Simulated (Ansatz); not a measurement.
# Nudged elastic band of Sr18Ga (part 2 of 2)

The same run, continued: Sr18Ga (slab, 19 atoms in the cell); DFT PBE, scalar-relativistic, plane waves, PAW, no spin polarisation (Ansatz 0.2.0); cutoff 420 eV, 2×2×1 k-mesh, Fermi–Dirac smearing of 0.05 eV. One setting was made poor on purpose. The input holds or restrains some coordinates. It belongs to a series of runs on one base structure; here: band between the two ends.

Geometry of the input (Å; fractional positions):
```
8.5984  0.0000  0.0000
6.4488  11.1697  0.0000
0.0000  0.0000  20.0206
Sr 0.1667  0.1111  0.0499
Sr 0.6667  0.1111  0.0499
Sr 0.1667  0.4444  0.0499
Sr 0.6667  0.4444  0.0499
Sr 0.1667  0.7778  0.0499
Sr 0.6667  0.7778  0.0499
Sr -0.1568  0.2197  0.2195
Sr 0.3502  0.2179  0.2209
Sr -0.1723  0.5571  0.2160
Sr 0.3344  0.5505  0.2237
Sr -0.1785  0.8856  0.2168
Sr 0.3296  0.8873  0.2187
Sr -0.0231  -0.0166  0.3783
Sr 0.4326  0.0170  0.4040
Sr 0.0094  0.3495  0.3797
Sr 0.5587  0.3145  0.4054
Sr -0.0063  0.6665  0.3873
Sr 0.4952  0.6669  0.3904
Ga 0.0025  0.1624  0.4709
```

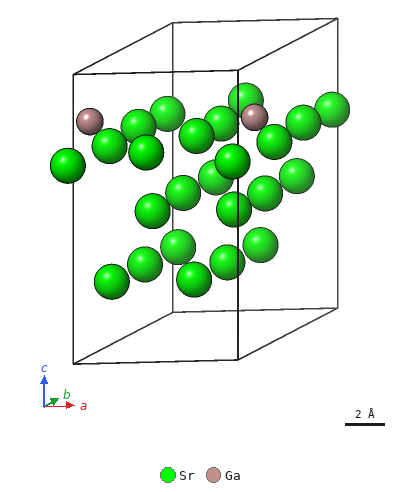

Figure 1. The structure as given in the input (spheres-only view of the cell of the calculation, with the vacuum cut short, seen slightly off an axis).

Output, continued:
```
  k-point 1: bands = ["-35.5880", "-35.5483", "-35.4821", "-35.4768", "-35.4691", "-35.4652", "-35.4623", "-35.4554", "-35.4380", "-35.3689", "-35.0876", "-35.0778", "-35.0761", "-35.0582", "-35.0360", "-35.0228", "-34.9513", "-34.9344", "-17.6148", "-17.5746", "-17.5544", "-17.5417", "-17.5244", "-17.5145", "-17.5100", "-17.5088", "-17.5025", "-17.4979", "-17.4921", "-17.4903", "-17.4890", "-17.4878", "-17.4765", "-17.4680", "-17.4619", "-17.4070", "-17.4033", "-17.3973", "-17.3916", "-17.3891", "-17.3878", "-17.3839", "-17.3780", "-17.3637", "-17.3553", "-17.3482", "-17.3281", "-17.2793", "-17.1254", "-17.1183", "-17.1117", "-17.0976", "-17.0841", "-17.0757", "-17.0686", "-17.0663", "-17.0553", "-17.0500", "-17.0374", "-17.0262", "-17.0231", "-17.0145", "-17.0007", "-16.9961", "-16.9847", "-16.9810", "-16.9721", "-16.9681", "-16.9559", "-16.9322", "-16.9160", "-16.8803", "-13.4377", "-13.4327", "-13.3496", "-13.3467", "-13.3246", "-4.0164", "-1.5545", "-1.5050", "-0.8626", "-0.6790", "0.1226", "0.2538", "0.2800", "0.3453", "0.4580", "0.4915", "0.6961", "0.7459", "0.8037", "0.8312", "0.8363", "0.8700", "1.2356", "1.4034", "1.4374", "1.5704", "1.6064", "1.6381", "1.6601", "1.7125", "1.7391", "1.8188", "1.8254", "1.8804", "1.9092", "1.9607", "2.0289", "2.0798", "2.0830", "2.0855", "2.1124", "2.1244", "2.2060", "2.3874"]
  k-point 2: bands = ["-35.5879", "-35.5483", "-35.4808", "-35.4781", "-35.4681", "-35.4648", "-35.4634", "-35.4556", "-35.4380", "-35.3689", "-35.0871", "-35.0780", "-35.0762", "-35.0584", "-35.0356", "-35.0231", "-34.9510", "-34.9346", "-17.6145", "-17.5742", "-17.5482", "-17.5302", "-17.5200", "-17.5154", "-17.5094", "-17.5038", "-17.4999", "-17.4990", "-17.4906", "-17.4879", "-17.4658", "-17.4630", "-17.4621", "-17.4435", "-17.4407", "-17.4292", "-17.4254", "-17.4215", "-17.4176", "-17.4078", "-17.4028", "-17.3773", "-17.3739", "-17.3681", "-17.3637", "-17.3514", "-17.3392", "-17.2791", "-17.1037", "-17.0957", "-17.0833", "-17.0816", "-17.0756", "-17.0733", "-17.0685", "-17.0680", "-17.0605", "-17.0575", "-17.0486", "-17.0469", "-17.0396", "-17.0381", "-17.0047", "-16.9985", "-16.9826", "-16.9803", "-16.9746", "-16.9654", "-16.9382", "-16.9302", "-16.9172", "-16.9110", "-13.4380", "-13.4326", "-13.3496", "-13.3467", "-13.3245", "-3.9937", "-1.1308", "-1.0825", "-0.7938", "-0.7658", "-0.4549", "-0.3478", "-0.1562", "-0.0142", "0.5311", "0.6545", "0.7773", "0.8128", "0.8345", "1.0065", "1.1899", "1.2547", "1.3595", "1.3749", "1.4429", "1.6347", "1.6807", "1.6972", "1.7287", "1.8085", "1.8223", "1.8848", "1.9044", "1.9429", "2.1041", "2.1807", "2.1839", "2.1995", "2.2153", "2.2286", "2.2646", "2.2726", "2.3059", "2.3102"]
  k-point 3: bands = ["-35.5879", "-35.5483", "-35.4808", "-35.4782", "-35.4679", "-35.4649", "-35.4634", "-35.4557", "-35.4380", "-35.3689", "-35.0871", "-35.0780", "-35.0761", "-35.0584", "-35.0356", "-35.0231", "-34.9510", "-34.9346", "-17.6145", "-17.5742", "-17.5476", "-17.5305", "-17.5207", "-17.5158", "-17.5076", "-17.5032", "-17.5006", "-17.4997", "-17.4912", "-17.4884", "-17.4653", "-17.4628", "-17.4618", "-17.4571", "-17.4541", "-17.4146", "-17.4132", "-17.4082", "-17.4073", "-17.4044", "-17.4026", "-17.3935", "-17.3883", "-17.3666", "-17.3621", "-17.3507", "-17.3391", "-17.2793", "-17.1053", "-17.0952", "-17.0895", "-17.0855", "-17.0810", "-17.0737", "-17.0679", "-17.0634", "-17.0591", "-17.0492", "-17.0479", "-17.0419", "-17.0359", "-17.0271", "-17.0161", "-17.0061", "-16.9837", "-16.9806", "-16.9728", "-16.9648", "-16.9383", "-16.9305", "-16.9173", "-16.9112", "-13.4380", "-13.4326", "-13.3496", "-13.3467", "-13.3245", "-3.9950", "-1.3107", "-1.2318", "-0.6246", "-0.4507", "-0.3345", "-0.2846", "0.2135", "0.2408", "0.2582", "0.3383", "0.4100", "0.5951", "0.6925", "0.8841", "1.0647", "1.3070", "1.4488", "1.5752", "1.6190", "1.6933", "1.7038", "1.7237", "1.7416", "1.7672", "1.8603", "1.8846", "1.9203", "1.9669", "1.9960", "2.0508", "2.0589", "2.0763", "2.1119", "2.1302", "2.2093", "2.2350", "2.2753", "2.3073"]
this run last wrote the band of iteration 3 to [file]
--- NEB band (5 images, 3 band iterations, 106 SCF iterations) ---
  forward barrier  = 0.112086 eV
  backward barrier = 0.112086 eV
  lagrangian_above_aufbau_ev (what the smearing adds, to first order; not taken off the barriers): saddle image -0.079538 eV, end points -0.100422 and -0.100422 eV
  climbing image's point = of an order that was not read
  energies are F+E_penalty+E_count in eV, relative to image 0
  image     s (Å)  Δ vs image 0  max|band force component| (eV/Å)
      0    0.0000      0.000000                                 —
      1    1.2510      0.073185                          2.323e-1
  *   2    2.5020      0.112086                          1.634e-1
      3    3.7532      0.109476                          2.523e-1
      4    5.0050     -0.000000                                 —
  climbing-image geometry (image 2):
  cell:  # Å, volume = 1922.8068 Å³
    - [8.598418, 0.0, 0.0]
    - [6.448814, 11.169673, 0.0]
    - [0.0, 0.0, 20.020579]
  atoms:
    - { symbol: Sr, position: [0.16666670000000006, 0.11111110000000002, 0.04994860000000001] }
    - { symbol: Sr, position: [0.6666667000000001, 0.11111110000000002, 0.04994860000000001] }
    - { symbol: Sr, position: [0.16666670000000006, 0.4444444000000001, 0.04994860000000001] }
    - { symbol: Sr, position: [0.6666667000000002, 0.4444444000000001, 0.04994860000000001] }
    - { symbol: Sr, position: [0.16666670000000006, 0.7777778000000001, 0.04994860000000001] }
    - { symbol: Sr, position: [0.6666667000000001, 0.7777778000000001, 0.04994860000000001] }
    - { symbol: Sr, position: [-0.16557202745790292, 0.22067309434878893, 0.2186935472970997] }
    - { symbol: Sr, position: [0.3334558571991266, 0.2233505783945528, 0.2174191279661324] }
    - { symbol: Sr, position: [-0.17154578553340818, 0.5521705155470997, 0.22204366650182855] }
    - { symbol: Sr, position: [0.3294028187467256, 0.5559141817897526, 0.22207339828750702] }
    - { symbol: Sr, position: [-0.1648955905389458, 0.8835027736794161, 0.21696255421424832] }
    - { symbol: Sr, position: [0.33473233761784715, 0.8874376959256481, 0.2178639958165181] }
    - { symbol: Sr, position: [-0.009746225505009889, -0.007897490428177976, 0.3815295392189226] }
    - { symbol: Sr, position: [0.5003773987869833, 0.0034354752471195825, 0.3811627036136309] }
    - { symbol: Sr, position: [0.010664896744518815, 0.3157047316219074, 0.3957801153196172] }
    - { symbol: Sr, position: [0.5016331695737669, 0.33579175092952673, 0.3912200413614219] }
    - { symbol: Sr, position: [-0.010959168715212297, 0.6618209481203573, 0.39140132767840136] }
    - { symbol: Sr, position: [0.48056453659294895, 0.6832375898112653, 0.39551694411673577] }
    - { symbol: Ga, position: [0.24923577187741522, -0.0055150766218113505, 0.4822887780522777] }
```

The last band as extended XYZ (Å, eV, eV/Å):
```
19
Lattice="8.5984 0.0000 0.0000 6.4488 11.1697 0.0000 0.0000 0.0000 20.0206" Properties=species:S:1:pos:R:3:forces:R:3 image=0 energy=-67574.56797
Sr    2.1496    1.2411    1.0000    0.0299   0.0071  -0.0114
Sr    6.4488    1.2411    1.0000    0.0435  -0.0034  -0.0082
Sr    4.2992    4.9643    1.0000    0.0033  -0.0191   0.0351
Sr    8.5984    4.9643    1.0000   -0.0332  -0.0070   0.0168
Sr    6.4488    8.6875    1.0000   -0.0101   0.0010   0.0329
Sr   10.7480    8.6875    1.0000   -0.0359   0.0153  -0.0689
Sr    0.0687    2.4535    4.3948   -0.0007   0.0017   0.0028
Sr    4.4167    2.4342    4.4216   -0.0012  -0.0003  -0.0007
Sr    2.1112    6.2223    4.3245   -0.0036   0.0000  -0.0020
Sr    6.4250    6.1488    4.4793   -0.0016  -0.0025   0.0012
Sr    4.1764    9.8920    4.3401    0.0078   0.0041   0.0025
Sr    8.5562    9.9109    4.3794   -0.0011   0.0008   0.0009
Sr   -0.3053   -0.1852    7.5740    0.0012   0.0059   0.0003
Sr    3.8289    0.1896    8.0873    0.0018   0.0013   0.0001
Sr    2.3341    3.9033    7.6015   -0.0059  -0.0076   0.0054
Sr    6.8325    3.5130    8.1155    0.0021  -0.0021  -0.0017
Sr    4.2443    7.4449    7.7549    0.0021   0.0017   0.0003
Sr    8.5584    7.4490    7.8155    0.0011   0.0010   0.0003
Ga    1.0691    1.8139    9.4280    0.0005   0.0021  -0.0057
19
Lattice="8.5984 0.0000 0.0000 6.4488 11.1697 0.0000 0.0000 0.0000 20.0206" Properties=species:S:1:pos:R:3:forces:R:3 image=1 energy=-67574.49479
Sr    2.1496    1.2411    1.0000    0.0233   0.0053  -0.0267
Sr    6.4488    1.2411    1.0000    0.0125  -0.0047   0.0055
Sr    4.2992    4.9643    1.0000   -0.0015   0.0104   0.0536
Sr    8.5984    4.9643    1.0000   -0.0258   0.0164   0.0265
Sr    6.4488    8.6875    1.0000    0.0081  -0.0139  -0.0014
Sr   10.7480    8.6875    1.0000   -0.0256  -0.0197  -0.0494
Sr    0.0246    2.4580    4.3741   -0.0163  -0.0016  -0.0223
Sr    4.3545    2.4551    4.4110    0.0016   0.0094   0.0129
Sr    2.0874    6.1765    4.4084    0.0088   0.0024   0.0114
Sr    6.4302    6.1616    4.4732    0.0165  -0.0040  -0.0122
Sr    4.2232    9.8586    4.3260    0.0038   0.0095   0.0051
Sr    8.5846    9.9040    4.3471   -0.0062  -0.0124  -0.0313
Sr   -0.1892   -0.1548    7.5377   -0.0839  -0.0547  -0.0830
Sr    4.1650   -0.0120    7.8312    0.0948  -0.0625  -0.0834
Sr    2.1822    3.6547    7.8262    0.0122   0.0506  -0.0344
Sr    6.6184    3.5854    7.9843   -0.0494  -0.0089  -0.0112
Sr    4.2433    7.3406    7.7665    0.0172   0.0000  -0.0019
Sr    8.5459    7.5222    7.8703    0.0019  -0.0151   0.0153
Ga    1.7473    1.0294    9.5241    0.0079   0.0937   0.2270
19
Lattice="8.5984 0.0000 0.0000 6.4488 11.1697 0.0000 0.0000 0.0000 20.0206" Properties=species:S:1:pos:R:3:forces:R:3 image=2 energy=-67574.45589
Sr    2.1496    1.2411    1.0000    0.0119  -0.0050  -0.0263
Sr    6.4488    1.2411    1.0000   -0.0002  -0.0060   0.0012
Sr    4.2992    4.9643    1.0000   -0.0058   0.0356   0.0239
Sr    8.5984    4.9643    1.0000   -0.0201   0.0230   0.0287
Sr    6.4488    8.6875    1.0000    0.0218  -0.0117  -0.0159
Sr   10.7480    8.6875    1.0000   -0.0110  -0.0247  -0.0114
Sr   -0.0006    2.4648    4.3784   -0.0145   0.0054  -0.0244
Sr    4.3075    2.4948    4.3529   -0.0020   0.0175   0.0090
Sr    2.0858    6.1676    4.4454    0.0064   0.0029   0.0291
Sr    6.4173    6.2094    4.4460    0.0114   0.0092  -0.0053
Sr    4.2797    9.8684    4.3437   -0.0169  -0.0055  -0.0294
Sr    8.6011    9.9124    4.3618   -0.0125  -0.0093  -0.0400
Sr   -0.1347   -0.0882    7.6384   -0.0629   0.0526  -0.1276
Sr    4.3246    0.0384    7.6311    0.0954  -0.0685  -0.1479
Sr    2.1276    3.5263    7.9237   -0.0069  -0.1736   0.1036
Sr    6.4787    3.7507    7.8325   -0.0410  -0.0012  -0.0292
Sr    4.1737    7.3923    7.8361    0.0477  -0.0059  -0.0144
Sr    8.5382    7.6315    7.9185    0.0081   0.1574   0.1132
Ga    2.1075   -0.0616    9.6557   -0.0088   0.0077   0.1631
19
Lattice="8.5984 0.0000 0.0000 6.4488 11.1697 0.0000 0.0000 0.0000 20.0206" Properties=species:S:1:pos:R:3:forces:R:3 image=3 energy=-67574.45850
Sr    2.1496    1.2411    1.0000   -0.0095  -0.0128  -0.0059
Sr    6.4488    1.2411    1.0000    0.0061  -0.0094  -0.0032
Sr    4.2992    4.9643    1.0000   -0.0084   0.0375  -0.0265
Sr    8.5984    4.9643    1.0000   -0.0229   0.0231   0.0461
Sr    6.4488    8.6875    1.0000    0.0375  -0.0077  -0.0218
Sr   10.7480    8.6875    1.0000    0.0024  -0.0078   0.0005
Sr   -0.0177    2.4642    4.4218   -0.0030   0.0014  -0.0030
Sr    4.2906    2.5202    4.3087   -0.0069  -0.0043   0.0162
Sr    2.1046    6.1880    4.4278    0.0070   0.0070   0.0198
Sr    6.3729    6.2291    4.4095    0.0021   0.0094  -0.0026
Sr    4.3490    9.8952    4.3644   -0.0074   0.0110  -0.0098
Sr    8.6200    9.9179    4.3690   -0.0144   0.0025  -0.0375
Sr    0.0765   -0.0495    7.8917   -0.0766   0.0542  -0.0784
Sr    4.3604    0.1083    7.5338    0.0818   0.0557  -0.1132
Sr    2.1348    3.6567    7.8655   -0.0076  -0.0055   0.0120
Sr    6.4157    3.7871    7.7652   -0.0200   0.0069  -0.0207
Sr    4.0033    7.5817    7.9934    0.0541  -0.0005   0.0024
Sr    8.4529    7.5144    7.7920   -0.0134  -0.0332  -0.0215
Ga    2.5280   -1.1017    9.5679   -0.0007  -0.1275   0.2472
19
Lattice="8.5984 0.0000 0.0000 6.4488 11.1697 0.0000 0.0000 0.0000 20.0206" Properties=species:S:1:pos:R:3:forces:R:3 image=4 energy=-67574.56797
Sr    2.1496    1.2411    1.0000   -0.0332  -0.0070   0.0168
Sr    6.4488    1.2411    1.0000    0.0033  -0.0191   0.0351
Sr    4.2992    4.9643    1.0000   -0.0359   0.0153  -0.0689
Sr    8.5984    4.9643    1.0000   -0.0101   0.0010   0.0329
Sr    6.4488    8.6875    1.0000    0.0435  -0.0034  -0.0082
Sr   10.7480    8.6875    1.0000    0.0299   0.0071  -0.0114
Sr   -0.0239    2.4255    4.4793   -0.0016  -0.0025   0.0012
Sr    4.2608    2.4990    4.3245   -0.0036   0.0000  -0.0020
Sr    2.1074    6.1877    4.3794   -0.0011   0.0008   0.0009
Sr    6.3260    6.1687    4.3401    0.0078   0.0041   0.0025
Sr    4.4167    9.8806    4.4216   -0.0012  -0.0003  -0.0007
Sr    8.6671    9.8999    4.3948   -0.0007   0.0017   0.0028
Sr    0.3837   -0.2103    8.1155    0.0021  -0.0021  -0.0017
Sr    4.4837    0.1801    7.6015   -0.0059  -0.0076   0.0054
Sr    2.1096    3.7258    7.8155    0.0011   0.0010   0.0003
Sr    6.3939    3.7216    7.7549    0.0021   0.0017   0.0003
Sr    3.8289    7.6360    8.0873    0.0018   0.0013   0.0001
Sr    8.2931    7.2613    7.5740    0.0012   0.0059   0.0003
Ga    3.2187   -1.9093    9.4280    0.0005   0.0021  -0.0056
```

Key numbers:

```tsv
quantity	value
outcome	converged under the restraints of the input
barrier, forward	0.112 eV
barrier, backward	0.112 eV
electrons treated	193
wall time	2.3 min (CPU time 7.1 min)
peak memory	5.8 GiB
```

Remarks:

A deliberately poor setting: loose force. The order of the saddle point was not checked.
